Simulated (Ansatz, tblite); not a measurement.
**The cluster As₃−: removing an electron**

What does removing an electron cost or gain for the cluster As₃−? Each charged state is run at several levels.

Computed with Ansatz 0.2.0, Gaussian basis. Level: as each input shows.

The runs, in order: charge 0 doublet, at the geometry of the singlet (PBE0-D4/def2-TZVPD, PBE-D4/def2-TZVPD, r2SCAN-D4/def2-TZVPD); the starting singlet's energies come from earlier runs.

## (1) The relaxed structure

The singlet was relaxed beforehand with B3LYP-D4/def2-TZVPD. At that level it is the lowest of the isomers that a small search found.

3 atoms, charge -1, spin multiplicity 1.

Atoms are counted from 1 here; the program's logs count them from 0.

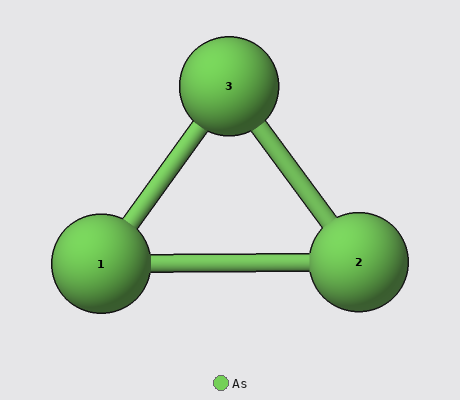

The structure; arsenic green; atoms are numbered from 1 in the order of the file.

As a file:

| atom | x (Å) | y (Å) | z (Å) |
| --- | --- | --- | --- |
| As1 | 1.4432 | 0.2524 | 0.2746 |
| As2 | -0.8690 | 0.4405 | -1.1281 |
| As3 | -0.5742 | -0.6928 | 0.8535 |

The ion is computed in the gas phase, without counter-ions or solvent.

## (2) Charge 0 doublet at the fixed geometry, first pass, PBE0-D4/def2-SVP

in.yaml

```yaml
crystal:
  periodic: [false, false, false]
  atoms:
    - {symbol: As, position_ang: [1.443182, 0.252367, 0.274592]}
    - {symbol: As, position_ang: [-0.868987, 0.440482, -1.128097]}
    - {symbol: As, position_ang: [-0.574196, -0.692850, 0.853505]}
basis:
  gaussian: {orbitals: def2-SVP}
magnetization: {spin_polarized: true, initial_magnetization: 1}
hamiltonian: {xc: pbe0, dispersion: d4}
output: {orbitals: {seedname: orbitals}}
```

The run is started by

```console
ansatz run in.yaml --threads 4 --pin off --events-out ev --progress --plain --max-ram 3916MiB
```

The log of the run:

```text
Functional definition: PBE0
  name "PBE0"
  cite "Adamo & Barone, J. Chem. Phys. 110, 6158 (1999) doi:10.1063/1.478522"
  cite "Perdew, Burke & Ernzerhof, Phys. Rev. Lett. 77, 3865 (1996) doi:10.1103/PhysRevLett.77.3865"
  parent pbe
  parameter a = 0.25
  parameter kappa = 0.804
  parameter beta = 0.06672455060314922
  exchange = (1 - a)*pbe_x(kappa = kappa, mu = beta*pi^2/3) + a*exact_x
  correlation = pbe_c(beta = beta)
943 factors; integrals over basis functions are off by at most 6.1e-4 eV
mean field evaluation 1: about -182479.4727 eV, gradient 7.4e0 eV
mean field evaluation 2: about -182479.5887 eV, gradient 5.2e0 eV
mean field evaluation 4: about -182479.6917 eV, gradient 7.8e-1 eV
mean field evaluation 8: about -182479.7198 eV, gradient 1.7e-1 eV
mean field evaluation 16: about -182479.7201 eV, gradient 7.4e-5 eV
mean field -182479.72009750 eV, -6706.0060243865 hartree, gradient 7.4e-5 eV, S^2 0.844625; 2 other end points of the search recorded, 0 dependent functions left out
reference -182479.72011526 eV, -6706.0060250392 hartree; 50, 49 occupied and 46, 47 virtual orbitals, 943 factors
Total energy: -182479.83917571 eV, -6706.0104004299 hartree
```

Run time: 2 s. Hardware: 4 threads of Arm Neoverse V2, shared host.

HOMO -5.86 eV, LUMO -3.04 eV (over both spins); ⟨S²⟩ 0.845 (pure: 0.75).

## (3) Charge 0 doublet at the fixed geometry, PBE0-D4/def2-TZVPD

start.molden holds the orbitals of an earlier run on this state, given as this run's starting guess.

Changes to in.yaml since step 2:

```diff
@@ -7,5 +7,6 @@
 basis:
-  gaussian: {orbitals: def2-SVP}
+  gaussian: {orbitals: def2-TZVPD, initial_orbitals: start.molden}
 magnetization: {spin_polarized: true, initial_magnetization: 1}
 hamiltonian: {xc: pbe0, dispersion: d4}
+scf: {omitted_lower_state_checks: [starts]}
 output: {orbitals: {seedname: orbitals}}
```

The command is unchanged.

The log of the run, cut to the lines that bear on the results:

```text
Functional definition: PBE0
  name "PBE0"
  cite "Adamo & Barone, J. Chem. Phys. 110, 6158 (1999) doi:10.1063/1.478522"
  cite "Perdew, Burke & Ernzerhof, Phys. Rev. Lett. 77, 3865 (1996) doi:10.1103/PhysRevLett.77.3865"
  parent pbe
[...]
1028 factors; integrals over basis functions are off by at most 1.2e-3 eV
[...]
mean field -182502.31068534 eV, -6706.8362131770 hartree, gradient 1.7e-5 eV, S^2 0.843564; 0 other end points of the search recorded, 0 dependent functions left out
reference -182502.31070762 eV, -6706.8362139957 hartree; 50, 49 occupied and 112, 113 virtual orbitals, 1028 factors
Total energy: -182502.42976806 eV, -6706.8405893864 hartree
Checks for a lower state left out: starts
```

It took 4.2 s on 4 threads of Arm Neoverse V2, shared host.

HOMO -5.91 eV, LUMO -3.13 eV (over both spins); ⟨S²⟩ 0.844 (pure: 0.75).

## (4) Charge 0 doublet at the fixed geometry, PBE-D4/def2-TZVPD

Changes to in.yaml since step 3:

```diff
@@ -9,3 +9,3 @@
 magnetization: {spin_polarized: true, initial_magnetization: 1}
-hamiltonian: {xc: pbe0, dispersion: d4}
+hamiltonian: {xc: pbe, dispersion: d4}
 scf: {omitted_lower_state_checks: [starts]}
```

Launched as before.

The log of the run:

```text
Functional definition: PBE
  name "PBE"
  cite "Perdew, Burke & Ernzerhof, Phys. Rev. Lett. 77, 3865 (1996) doi:10.1103/PhysRevLett.77.3865"
  parent pbe
  parameter kappa = 0.804
  parameter beta = 0.06672455060314922
  exchange = pbe_x(kappa = kappa, mu = beta*pi^2/3)
  correlation = pbe_c(beta = beta)
these checks for a lower state are left out or cut short: starts
1221 factors; their error is unknown
mean field evaluation 1: about -182497.2887 eV, gradient 9.5e0 eV
mean field evaluation 2: about -182497.4260 eV, gradient 2.4e-1 eV
mean field evaluation 4: about -182497.4172 eV, gradient 7.5e-2 eV
mean field evaluation 8: about -182497.4172 eV, gradient 1.7e-5 eV
mean field -182497.41723352 eV, -6706.6563821396 hartree, gradient 1.7e-5 eV, S^2 0.777812; 0 other end points of the search recorded, 0 dependent functions left out
reference -182497.41726362 eV, -6706.6563832456 hartree; 50, 49 occupied and 112, 113 virtual orbitals, 1221 factors
Total energy: -182497.55882321 eV, -6706.6615854645 hartree
Checks for a lower state left out: starts
```

Wall time 2.7 s (4 threads of Arm Neoverse V2, shared host).

Report: HOMO -4.88 eV, LUMO -3.91 eV (over both spins); ⟨S²⟩ 0.778 (pure: 0.75).

## (5) Charge 0 doublet at the fixed geometry, r2SCAN-D4/def2-TZVPD

Changes to in.yaml since step 4:

```diff
@@ -9,3 +9,3 @@
 magnetization: {spin_polarized: true, initial_magnetization: 1}
-hamiltonian: {xc: pbe, dispersion: d4}
+hamiltonian: {xc: r2scan, dispersion: d4}
 scf: {omitted_lower_state_checks: [starts]}
```

The command is unchanged.

The log of the run:

```text
Functional definition: r2SCAN
  name "r2SCAN"
  cite "Furness, Kaplan, Ning, Perdew & Sun, J. Phys. Chem. Lett. 11, 8208 (2020) doi:10.1021/acs.jpclett.0c02405"
  cite "Furness, Kaplan, Ning, Perdew & Sun, J. Phys. Chem. Lett. 11, 9248 (2020) doi:10.1021/acs.jpclett.0c03077"
  parent r2scan
  parameter k0 = 0.174
  parameter k1 = 0.065
  parameter a1 = 4.9479
  exchange = r2scan_x(k0 = k0, k1 = k1, a1 = a1)
  correlation = r2scan_c
these checks for a lower state are left out or cut short: starts
1221 factors; their error is unknown
mean field evaluation 1: about -182523.7567 eV, gradient 7.1e0 eV
mean field evaluation 2: about -182523.8185 eV, gradient 9.3e-2 eV
mean field evaluation 4: about -182523.8027 eV, gradient 2.8e-4 eV
mean field evaluation 8: about -182523.8027 eV, gradient 1.1e-5 eV
mean field -182523.80274126 eV, -6707.6260316641 hartree, gradient 1.1e-5 eV, S^2 0.837735; 0 other end points of the search recorded, 0 dependent functions left out
reference -182523.80275219 eV, -6707.6260320658 hartree; 50, 49 occupied and 112, 113 virtual orbitals, 1221 factors
Total energy: -182523.82767533 eV, -6707.6269479743 hartree
Checks for a lower state left out: starts
```

Wall time 5.5 s (4 threads of Arm Neoverse V2, shared host).

From the report: HOMO -5.28 eV, LUMO -3.79 eV (over both spins); ⟨S²⟩ 0.838 (pure: 0.75).

## (6) Vertical ionisation energy

Charged state less starting state, singlet to doublet; the starting state's energies are those of its earlier runs.

| level | vertical ionisation energy (eV) | time |
| --- | --- | --- |
| PBE-D4/def2-TZVPD | +1.43 | 3.9 s |
| r2SCAN-D4/def2-TZVPD | +1.41 | 8.5 s |
| PBE0-D4/def2-TZVPD | +1.37 | 7.7 s |

Times add the two runs; a level without a time comes out of a correlated run.

Beside −ε(HOMO) of the starting state:

| level | −ε(HOMO) (eV) | by difference (eV) | mismatch (eV) |
| --- | --- | --- | --- |
| PBE-D4/def2-TZVPD | -1.04 | 1.43 | -2.47 |
| r2SCAN-D4/def2-TZVPD | -0.88 | 1.41 | -2.29 |
| PBE0-D4/def2-TZVPD | -0.27 | 1.37 | -1.63 |

## (7) Summary of results

```
                                             quantity                               value
vertical ionisation energy, functionals in def2-TZVPD  1.37 (PBE0-D4) to 1.43 eV (PBE-D4)
```

**Reading.** The vertical ionisation energy spans 1.37 to 1.43 eV over the functionals. −ε(HOMO) misses the level's own difference by -1.63 eV at best (PBE0-D4) and -2.47 eV at worst (PBE-D4).

The anion's highest level is positive in at least one run, so there the basis alone may hold the extra electron.
